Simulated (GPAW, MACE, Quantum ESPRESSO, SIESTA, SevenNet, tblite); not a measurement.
## Codes compared on Zr2CO2 MXene, 4 layers (80 atoms)

Wanted: errors and costs of other methods on Zr2CO2 MXene, 4 layers (80 atoms). A plane-wave run serves as the reference.

Main program and level: Quantum ESPRESSO 7.5; Kohn-Sham DFT, PBE, SSSP efficiency 1.3.0 pseudopotentials, plane waves.

**1. The structure**

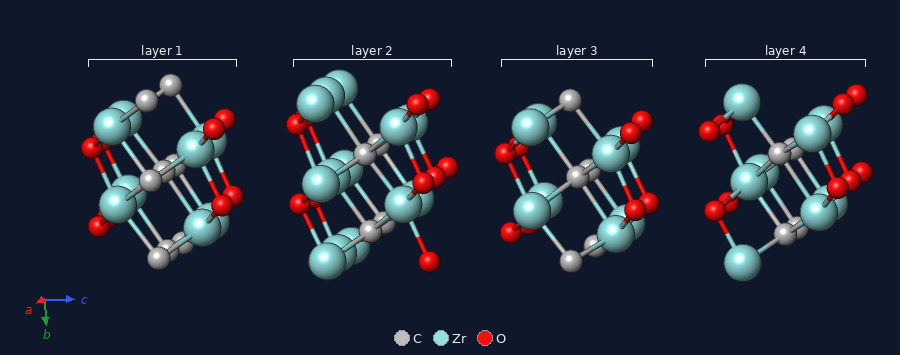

The starting structure, seen from the side, with the c axis across the page (carbon light grey, zirconium light teal, oxygen red). Some periodic images of atoms are drawn too.

The cell holds 80 atoms: 16 C, 32 Zr and 32 O. Cell: a = 6.752 Å, b = 6.752 Å, c = 40.780 Å, α = 90.0°, β = 90.0°, γ = 120.0°. It derives from Zr2CO2 (Zr2CO2 MXene). 4 layers of Zr2CO2 MXene (a = 3.31 Å), 2 x 2 cells, biaxial strain +2 %, every second layer slid by 0.333 of a1 + 2 a2; facing planes 2.84, 2.72, 2.82 Å apart; 14 Å of vacuum. Then every atom was moved at random, 0.05 Å r.m.s. a Cartesian component. Regions: layer 1, 20 atoms (4 C, 8 Zr and 8 O); layer 2, 20 atoms (4 C, 8 Zr and 8 O); layer 3, 20 atoms (4 C, 8 Zr and 8 O); layer 4, 20 atoms (4 C, 8 Zr and 8 O). Vacuum lies along c.

**2. Reference: Quantum ESPRESSO, plane waves**

pw.in reads:

```
&control
  calculation = 'scf'
  pseudo_dir = './pseudo'
  outdir = './tmp'
  disk_io = 'none'
  tprnfor = .true.
/
&system
  ibrav = 0
  nat = 80
  ntyp = 3
  ecutwfc = 60
  ecutrho = 480
  nosym = .true.
  occupations = 'smearing'
  smearing = 'fd'
  degauss = 0.003675
/
&electrons
  conv_thr = 4.0e-07
  electron_maxstep = 100
  mixing_beta = 0.4
  mixing_mode = 'local-TF'
  diagonalization = 'david'
/
ATOMIC_SPECIES
C 12.011 C.upf
Zr 91.224 Zr.upf
O 15.999 O.upf
CELL_PARAMETERS angstrom
6.75240 0.00000 0.00000
-3.37620 5.84775 0.00000
0.00000 0.00000 40.78000
ATOMIC_POSITIONS crystal
C 0.99809 0.99353 0.23019
Zr 0.16125 0.32831 0.26291
Zr 0.33131 0.17611 0.19416
O 0.34570 0.17142 0.28266
O 0.17557 0.33172 0.17063
C 0.00593 0.49987 0.22842
Zr 0.18004 0.83591 0.26014
Zr 0.32820 0.64980 0.19322
O 0.33753 0.65979 0.28433
O 0.14867 0.81491 0.17025
C 0.50706 0.99289 0.22763
Zr 0.66427 0.33252 0.26202
[... 64 atom lines left out ...]
Zr 0.84445 0.17483 0.80538
Zr 0.98906 0.98540 0.73925
O 0.01282 0.00794 0.82832
O 0.83583 0.16767 0.71547
K_POINTS gamma
```

Command:

```bash
> OMP_NUM_THREADS=1 mpirun -np 4 pw.x -in pw.in > output.txt
```

Output:

```text
Program PWSCF
     gamma-point specific algorithms are used
     one sub-group per band group will be used
     scalapack distributed-memory algorithm (size of sub-group:  2*  2 procs)
     Parallelization info
     sticks:   dense  smooth     PW     G-vecs:    dense   smooth      PW
     Min        1346     678    167               482518   170674   21325
     Max        1348     679    170               482532   170703   21370
     Sum        5389    2713    673              1930089   682761   85367
     bravais-lattice index     =            0
     lattice parameter (alat)  =      12.7602  a.u.
     unit-cell volume          =   10866.5274 (a.u.)^3
     number of atoms/cell      =           80
     number of atomic types    =            3
[... lines left out ...]
     total energy              =   -4808.04535701 Ry
[... lines left out ...]
     c_bands:  3 eigenvalues not converged
[... lines left out ...]
     c_bands:  1 eigenvalues not converged
[... lines left out ...]
     c_bands:  2 eigenvalues not converged
[... lines left out ...]
     c_bands:  5 eigenvalues not converged
[... lines left out ...]
     c_bands:  3 eigenvalues not converged
[... lines left out ...]
     c_bands:  1 eigenvalues not converged
[... lines left out ...]
     total energy              =   -4808.12359930 Ry
[... lines left out ...]
     total energy              =   -4808.12359932 Ry
     estimated scf accuracy    <       0.00000043 Ry
     iteration # 39     ecut=    60.00 Ry     beta= 0.40
     negative rho (up, down):  2.069E+00 0.000E+00
     End of self-consistent calculation
          k = 0.0000 0.0000 0.0000 ( 42684 PWs)   bands (ev):
   -43.0212 -42.9968 -42.9763 -42.9365 -42.9249 -42.9064 -42.9061 -42.8773
   -42.8745 -42.8364 -42.8314 -42.8074 -42.8071 -42.8069 -42.7906 -42.7741
   -42.7587 -42.7520 -42.7361 -42.7259 -42.7116 -42.7108 -42.6865 -42.6681
[...]
9.8001   9.8352   9.8460   9.8881   9.8997   9.9437   9.9580   9.9839
    10.0182  10.0220  10.0427  10.0537  10.0820  10.0890  10.1106  10.1128
     the Fermi energy is     6.6605 ev
!    total energy              =   -4808.12359915 Ry
     estimated scf accuracy    <       0.00000034 Ry
     smearing contrib. (-TS)   =      -0.00132492 Ry
     internal energy E=F+TS    =   -4808.12227422 Ry
     The total energy is F=E-TS. E is the sum of the following terms:
     one-electron contribution =  -39152.68838573 Ry
     hartree contribution      =   19779.86824291 Ry
     xc contribution           =    -881.37799527 Ry
     ewald contribution        =   15849.34339353 Ry
     one-center paw contrib.   =    -403.26752968 Ry
     convergence has been achieved in  39 iterations
     negative rho (up, down):  2.069E+00 0.000E+00
     Forces acting on atoms (cartesian axes, Ry/au):
     atom    1 type  1   force =     0.03550402   -0.01898862   -0.03951550
     atom    2 type  2   force =    -0.00309562   -0.00036274   -0.01156601
     atom    3 type  2   force =    -0.01151264   -0.02277293    0.01351230
[...]
atom   79 type  3   force =    -0.02436121   -0.02790097   -0.00890320
     atom   80 type  3   force =     0.00385909   -0.00254890    0.03519670
     Total force =     0.430017     Total SCF correction =     0.002899
     Message from routine punch:
     Nothing written, as per user request (disk_io='none')
```

Elapsed: 12 min, on 4 MPI ranks of Arm Neoverse V1, shared host; peak memory 5.7 GiB.

Banners, paths, timers and routine set-up lines are dropped from the logs unmarked, and long logs keep their key lines alone; longer cuts are marked.

Numbers from this run:

| Item | Value |
| --- | --- |
| r.m.s. force component | 0.7137 eV/Å |
| longest force | 2.538 eV/Å |
| gap (highest filled to lowest empty level) | 0.4784 eV |

**3. Local order**

Normalised to the volume that the atoms fill. g(r), total and by pair (bins of 0.2 Å):

| r (Å) | total | O-O | O-Zr | O-C | Zr-Zr | Zr-C | C-C |
| --- | --- | --- | --- | --- | --- | --- | --- |
| 1.90 | 0.04 | 0.00 | 0.11 | 0.00 | 0.00 | 0.00 | 0.00 |
| 2.10 | 2.02 | 0.00 | 6.20 | 0.00 | 0.00 | 0.19 | 0.00 |
| 2.30 | 2.42 | 0.00 | 2.81 | 0.00 | 0.00 | 9.55 | 0.00 |
| 2.50 | 0.85 | 0.00 | 0.00 | 0.00 | 0.00 | 5.33 | 0.00 |
| 2.70 | 0.04 | 0.23 | 0.00 | 0.00 | 0.00 | 0.00 | 0.00 |
| 2.90 | 0.72 | 0.65 | 0.00 | 3.88 | 0.00 | 0.00 | 0.00 |
| 3.10 | 0.91 | 0.00 | 0.00 | 5.53 | 0.18 | 0.00 | 0.00 |
| 3.30 | 2.48 | 5.41 | 0.00 | 0.00 | 7.63 | 0.00 | 9.83 |
| 3.50 | 1.28 | 2.98 | 0.17 | 0.00 | 3.42 | 0.00 | 5.10 |
| 3.70 | 0.28 | 0.00 | 0.88 | 0.00 | 0.00 | 0.00 | 0.00 |
| 3.90 | 0.45 | 0.00 | 1.37 | 0.00 | 0.00 | 0.06 | 0.00 |
| 4.10 | 1.27 | 0.00 | 1.90 | 0.00 | 0.00 | 4.14 | 0.00 |
| 4.30 | 0.66 | 0.94 | 1.17 | 0.05 | 0.00 | 0.79 | 0.00 |
| 4.50 | 0.80 | 1.25 | 0.00 | 3.66 | 0.13 | 0.00 | 0.00 |
| 4.70 | 0.35 | 0.35 | 0.00 | 0.45 | 1.39 | 0.00 | 0.00 |
| 4.90 | 0.99 | 1.06 | 2.23 | 0.04 | 0.60 | 0.00 | 0.00 |
| 5.10 | 1.00 | 0.77 | 2.20 | 0.24 | 0.75 | 0.10 | 0.00 |
| 5.30 | 1.58 | 0.00 | 2.55 | 0.06 | 0.00 | 4.74 | 0.00 |
| 5.50 | 0.81 | 0.00 | 0.64 | 2.62 | 0.03 | 1.13 | 0.00 |
| 5.70 | 1.14 | 0.80 | 0.00 | 3.99 | 2.02 | 0.00 | 1.28 |
| 5.90 | 1.22 | 2.78 | 0.00 | 0.28 | 3.54 | 0.10 | 3.59 |
| 6.10 | 0.41 | 0.70 | 0.01 | 0.91 | 0.57 | 0.31 | 0.10 |
| 6.30 | 0.46 | 0.04 | 1.00 | 0.29 | 0.05 | 0.49 | 0.00 |
| 6.50 | 0.51 | 0.90 | 0.73 | 0.78 | 0.00 | 0.02 | 0.00 |
| 6.70 | 0.87 | 2.04 | 0.30 | 0.00 | 1.85 | 0.02 | 3.70 |
| 6.90 | 1.18 | 1.58 | 1.82 | 0.00 | 0.53 | 1.62 | 0.00 |
| 7.10 | 1.06 | 0.09 | 1.51 | 0.17 | 0.34 | 3.02 | 0.00 |
| 7.30 | 1.02 | 0.65 | 0.79 | 3.15 | 0.16 | 0.84 | 0.00 |

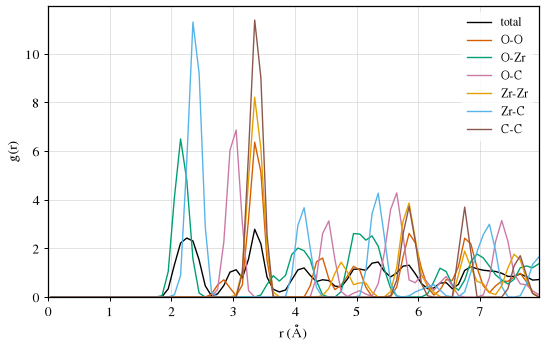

Pair distribution functions, lightly smoothed.

Bonds by pair of elements; cutoffs follow the first minimum of g(r), held within bounds set by covalent radii, and pairs that aren't listed don't count as bonded (cutoffs were set anew for this text, so counts can differ from the run's own analysis):

| pair A-B | cutoff (Å) | bonds | mean length (Å) | spread (Å) | shortest (Å) | B about A | A about B |
| --- | --- | --- | --- | --- | --- | --- | --- |
| O-Zr | 2.82 | 96 | 2.16 | 0.072 | 1.99 | 3 | 3 |
| Zr-C | 2.81 | 96 | 2.38 | 0.067 | 2.19 | 3 | 6 |

How many atoms have how many bonded neighbours:

| element | mean | 3 | 6 |
| --- | --- | --- | --- |
| C | 6 | 0 | 16 |
| O | 3 | 32 | 0 |
| Zr | 6 | 0 | 32 |

**4. The other programs**

The programs:
- MACE: machine-learned potential, published weights.
- SIESTA 5.4.2: numerical atomic orbitals, whose automatically made sets are far from complete, with PseudoDojo norm-conserving potentials that we converted to its format (checked against plane waves on the same files for H, C, O, Si, Ge and Ca alone); labels give functional, basis size, energy shift and mesh cutoff.
- SevenNet: machine-learned potential, published weights.

All use the same cell and atoms; the electronic-structure runs use the same k-mesh, and an electronic temperature of 580 K (0.05 eV) where levels are smeared.

Differences are against the plane-wave reference, forces as r.m.s. over components; share is that over the reference's r.m.s. force, slope the least-squares factor from reference forces to these. Total energies of different programs have different zeros and aren't compared.

| run | Δ force, r.m.s. (meV/Å) | share (%) | slope | Δ gap (eV) | cores | CPU time | memory (GiB) |
| --- | --- | --- | --- | --- | --- | --- | --- |
| reference | - | - | - | - | 4 | 47 min | 5.7 |
| MACE MP-0b2 small potential | 456 | 63.9 | 0.624 | - | 1 | 7.9 s | 0.66 |
| MACE MPA-0 medium potential | 368 | 51.5 | 0.879 | - | 1 | 9.2 s | 1 |
| SIESTA LDA, DZP, shift 0.01 Ry, mesh 500 Ry | 137 | 19.2 | 1.060 | -0.0742 | 2 | 7.5 min | 2.2 |
| SIESTA PBE, DZP, shift 0.005 Ry, mesh 500 Ry | 162 | 22.7 | 1.004 | -0.0508 | 2 | 13 min | 2.6 |
| SIESTA PBE, DZP, shift 0.01 Ry, mesh 150 Ry (coarse) | 119 | 16.7 | 1.027 | -0.0482 | 2 | 2.3 min | 0.79 |
| SIESTA PBE, DZP, shift 0.01 Ry, mesh 500 Ry | 118 | 16.5 | 1.026 | -0.0479 | 2 | 8.4 min | 2.2 |
| SIESTA PBE, SZP, shift 0.01 Ry, mesh 500 Ry (coarse) | 253 | 35.5 | 1.048 | - | 2 | 7.6 min | 1.9 |
| SevenNet 0 potential | 415 | 58.1 | 0.842 | - | 1 | 9.1 s | 0.84 |

Rows marked coarse were listed beforehand as settings not expected to be converged; some can still land near the reference.

Times of the machine-learned potentials are mostly Python's start and the loading of weights.

CPU time is summed over cores on a shared host, where runs went side by side, so it is rough. Symmetry, cutoffs, thresholds, outputs and thread counts weren't matched or tuned between programs; memory under MPI is the largest rank's times the ranks.

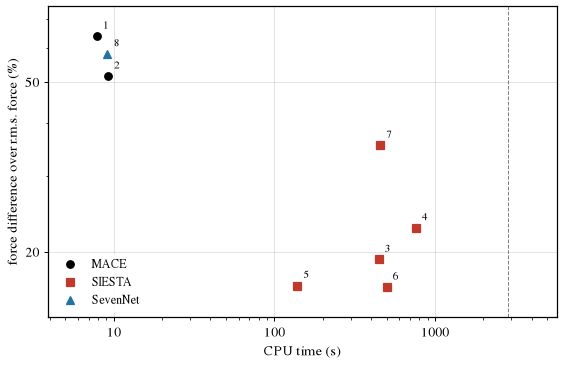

Force difference against CPU time; the dashed line marks the reference's time. Points: 1 MACE MP-0b2 small potential; 2 MACE MPA-0 medium potential; 3 SIESTA LDA, DZP, shift 0.01 Ry, mesh 500 Ry; 4 SIESTA PBE, DZP, shift 0.005 Ry, mesh 500 Ry; 5 SIESTA PBE, DZP, shift 0.01 Ry, mesh 150 Ry; 6 SIESTA PBE, DZP, shift 0.01 Ry, mesh 500 Ry; 7 SIESTA PBE, SZP, shift 0.01 Ry, mesh 500 Ry; 8 SevenNet 0 potential.

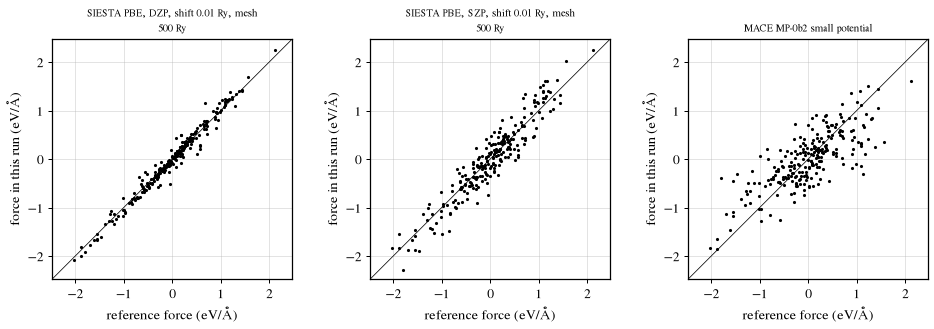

Force components against those of the reference; the line marks equality.

Runs without a result: GPAW PBE, LCAO dzp, h 0.18 Å (cut off at its time limit of 15 min); GPAW PBE, LCAO dzp, h 0.25 Å (cut off at its time limit of 9.9 min); GPAW PBE, LCAO szp(dzp), h 0.18 Å (cut off at its time limit of 8.3 min).

Mean charges by element (e), by run and scheme:

| run | scheme | C | Zr | O |
| --- | --- | --- | --- | --- |
| SIESTA LDA, DZP, shift 0.01 Ry, mesh 500 Ry | Hirshfeld | -0.40 | +0.47 | -0.27 |
| SIESTA PBE, DZP, shift 0.005 Ry, mesh 500 Ry | Hirshfeld | -0.42 | +0.50 | -0.29 |
| SIESTA PBE, DZP, shift 0.01 Ry, mesh 500 Ry | Hirshfeld | -0.40 | +0.48 | -0.28 |

Within one program, basis, potentials and functional, energies share a zero. Each run against its twin at the usual cutoff or grid and solver:

| run | twin | Δ energy (meV/atom) | Δ force, r.m.s. (meV/Å) | CPU time over the twin's |
| --- | --- | --- | --- | --- |
| SIESTA PBE, DZP, shift 0.01 Ry, mesh 150 Ry | DZP, shift 0.01 Ry, mesh 500 Ry | 1.37 | 18.4 | 0.28 |

A second geometry, displaced anew (every atom was moved at random, 0.06 Å r.m.s. a Cartesian component), gives an energy difference that all programs can be tested on. The reference puts it at 5.285 meV/atom.

| run | energy less the first geometry's (meV/atom) | error (meV/atom) | force share at the second geometry (%) |
| --- | --- | --- | --- |
| MACE MP-0b2 small potential | 9.593 | 4.31 | 69.2 |
| SevenNet 0 potential | 16.41 | 11.1 | 65.6 |
| MACE MPA-0 medium potential | 14.62 | 9.33 | 60.4 |
| SIESTA PBE, DZP, shift 0.01 Ry, mesh 500 Ry | 4.246 | -1.04 | 16.8 |
| SIESTA PBE, SZP, shift 0.01 Ry, mesh 500 Ry | 0.2963 | -4.99 | 36.6 |
| SIESTA LDA, DZP, shift 0.01 Ry, mesh 500 Ry | 4.849 | -0.435 | 19.7 |
| SIESTA PBE, DZP, shift 0.005 Ry, mesh 500 Ry | 3.894 | -1.39 | 21.9 |
| SIESTA PBE, DZP, shift 0.01 Ry, mesh 150 Ry | 4.194 | -1.09 | 16.9 |

**5. Results**

```json
{"reference r.m.s. force component": "0.714 eV/Å", "nearest in forces": "SIESTA PBE, DZP, shift 0.01 Ry, mesh 500 Ry, 16 %", "farthest in forces": "MACE MP-0b2 small potential, 64 %", "cheapest electronic-structure run beside the reference": "SIESTA PBE, DZP, shift 0.01 Ry, mesh 150 Ry, 2.3 min of CPU time"}
```

What this shows: The PBE runs in local orbitals, coarse settings apart, differ by 16 % (SIESTA PBE, DZP, shift 0.01 Ry, mesh 500 Ry) to 23 % (SIESTA PBE, DZP, shift 0.005 Ry, mesh 500 Ry); basis, grid and potentials can all enter. Machine-learned potentials differ by 52 % (MACE MPA-0 medium potential) to 64 % (MACE MP-0b2 small potential); they were trained on other programs' data. Among those trained on PBE data the slope goes as low as 0.62, with a correlation of 0.77, so directions differ as well as sizes. Rows with another functional or a dispersion term differ by 19 % (SIESTA LDA, DZP, shift 0.01 Ry, mesh 500 Ry), which mixes the change of model with differences of basis and potentials. Runs with settings chosen to be coarse differ by 17 % (SIESTA PBE, DZP, shift 0.01 Ry, mesh 150 Ry) to 35 % (SIESTA PBE, SZP, shift 0.01 Ry, mesh 500 Ry), their programs' other errors included. Of the electronic-structure runs that take under half the reference's CPU time, SIESTA PBE, DZP, shift 0.01 Ry, mesh 500 Ry is among the nearest, at 16 % in 8.4 min against 47 min. At the same functional, the gap of these runs lies 0.05 eV below the reference's 0.478 eV. These are spacings on the run's k-points, which needn't hold the band edges. The mean charges agree among these rows within 0.04 e. The energy difference between the two geometries, 5.28 meV/atom in the reference, is met best by SIESTA LDA, DZP, shift 0.01 Ry, mesh 500 Ry (-0.435) and worst by SevenNet 0 potential (+11.1). In the reference: filled and empty levels are parted by 0.478 eV on the run's k-points; the mesh holds the band edges only if they fold onto it, so the gap at this level can be narrower or closed, while semilocal functionals tend to narrow gaps against experiment. In the reference: By these cutoffs all C atoms have 6, all O atoms have 3 and all Zr atoms have 6 bonded neighbours. Machine-learned potentials mimic data converged in k, so the reference's own k-point error enters their differences. The cell is under 6 Å thick along two periodic directions, so every atom has periodic images of itself close by, which move with it and show among its neighbours and in g(r). The electronic-structure runs sample only Γ, in a cell whose shortest periodic width is 6 Å.

[Also dropped from logs without a mark: logging warnings of Python, and SIESTA's first energy breakdown and zero terms.]

[Logs are printed without paths, hosts, clocks, repeated set-up lines and the standing remarks that a program may print on its own settings, such as how far it seeks lower states.]

[Hosts, paths, dates, database ids (printed as entryN), source tags and the programs' standing remarks are cut or masked in the printed files.]
